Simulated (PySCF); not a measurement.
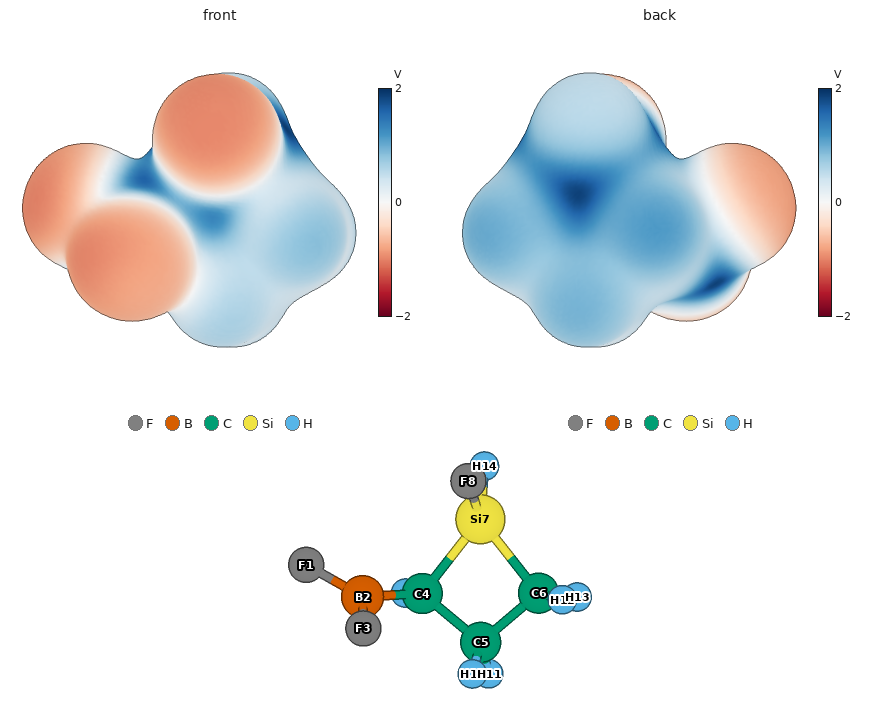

The picture shows: C3H6BF3Si. The molecular electrostatic potential painted on the density surface at 0.002 e/bohr³, seen from the front and from behind; the colour scale runs from red (negative) to blue (positive). The bare structure is drawn below in the same view.

Geometry: GFN2-xTB.

Level of theory: PBE0/pcSseg-1, SCF density, gas phase, non-relativistic (PySCF 2.14.0).

| atom | x (Å) | y (Å) | z (Å) |
| --- | --- | --- | --- |
| F | 3.0107 | 0.2069 | 0.7441 |
| B | 1.9893 | -0.2308 | 0.0217 |
| F | 2.3104 | -0.5250 | -1.2268 |
| C | 0.5500 | -0.3165 | 0.5848 |
| C | -0.5212 | -1.0809 | -0.2353 |
| C | -1.5515 | 0.0474 | -0.4915 |
| Si | -0.4530 | 1.3209 | 0.3966 |
| F | 0.2047 | 2.4181 | -0.5875 |
| H | 0.5629 | -0.6253 | 1.6293 |
| H | -0.1096 | -1.4694 | -1.1645 |
| H | -0.9431 | -1.9113 | 0.3266 |
| H | -1.7216 | 0.2344 | -1.5500 |
| H | -2.5208 | -0.1575 | -0.0432 |
| H | -0.8078 | 2.0885 | 1.5735 |

Question: Which sites attract a positive test charge, and which a negative one?

Answer: A positive charge is drawn to the negative regions and a negative charge to the positive ones. The most negative region (about −1.0 V) lies over F1, F3 and F8, the most positive (about +1.8 V) over B2 and Si7.
